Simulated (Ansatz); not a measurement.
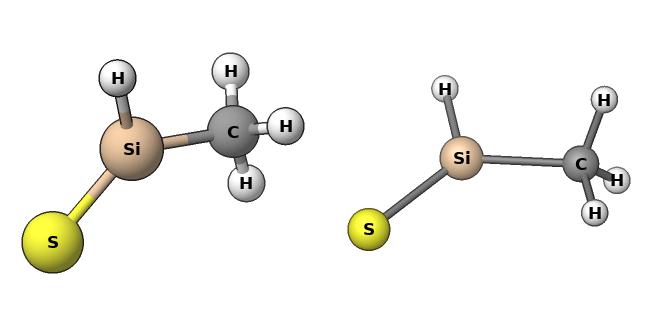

The same structure drawn twice, from different directions.

The computed structure is the end point of a PBE0-D4/def2-TZVP optimisation.

> Count the atoms of each element.

CH₄SSi, 7 atoms: 1 carbon, 4 hydrogen, 1 sulfur and 1 silicon.

> Count the bonded pairs by element.

3 C–H, 1 S–Si, 1 C–Si, 1 Si–H. Sticks follow a distance rule.

The parts below concern this one geometry. Atoms keep their numbers from picture to picture.

### Charges

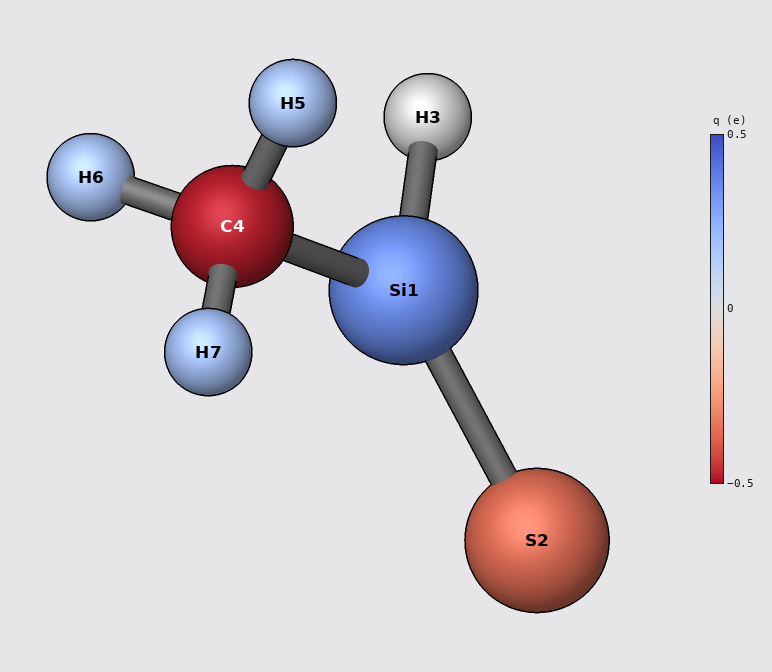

Atoms are coloured by their Mulliken charges. Properties computed with RKS PBE0-D4/def2-TZVP (Ansatz 0.2.0).

> Which atom carries the highest charge (most positive or least negative)?

Si1 (0.34 e).

> And the lowest?

C4 (−0.47 e).

Give the Mulliken charges atom by atom.

```csv
atom,value (e)
Si1,0.34
S2,−0.34
H3,0.00
C4,−0.47
H5,0.15
H6,0.15
H7,0.17
```

### Vibrations

Harmonic vibrations computed with RKS PBE0-D4/def2-TZVP (Ansatz 0.2.0) at a stationary point of the same level.

> How many vibrational modes are there, and where do they lie?

15 modes: 96, 222, 464, 621, 717, 745, 803, 940, 1265, 1430, 1437, 2210, 3044, 3118, 3166 cm⁻¹.

### Electronic properties

Properties computed with RKS CAM-B3LYP-D4/def2-TZVPP (Ansatz 0.2.0).

> Estimate the dispersion correction.

−11.9 kJ/mol.

Mulliken values depend strongly on the basis set and can even reverse the polarity of a bond.
